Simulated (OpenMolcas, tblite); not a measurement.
## How methods differ on C2H6Si (SMILES C[Si]C)

The species is C2H6Si (9 atoms), meant as a singlet with charge 0. As SMILES, `C[Si]C`. The shape is that of a PBE0-D4/def2-TZVP optimisation.

Quantity: the vertical ionisation energy (to the doublet cation), in eV. The values are calculated.

```csv
level,kind,program,value (eV)
IPEA1-xTB,semi-empirical,tblite,12.19
HF/6-311+G**,Hartree–Fock,OpenMolcas,7.22
SVWN5/6-311+G**,LDA,OpenMolcas,8.18
PBE/6-311+G**,GGA,OpenMolcas,8.02
revPBE/6-311+G**,GGA,OpenMolcas,7.97
M06-L/6-311+G**,meta-GGA,OpenMolcas,8.05
M06-2X/6-311+G**,hybrid meta-GGA,OpenMolcas,8.17
```

The values span 7.22 to 12.19 eV. The xTB values lack the empirical shift that such differences need.

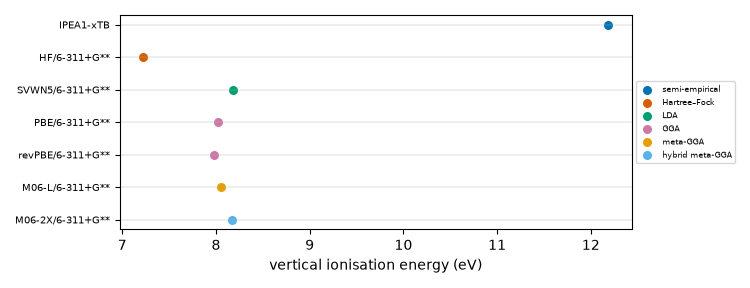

The values of the table, level by level.
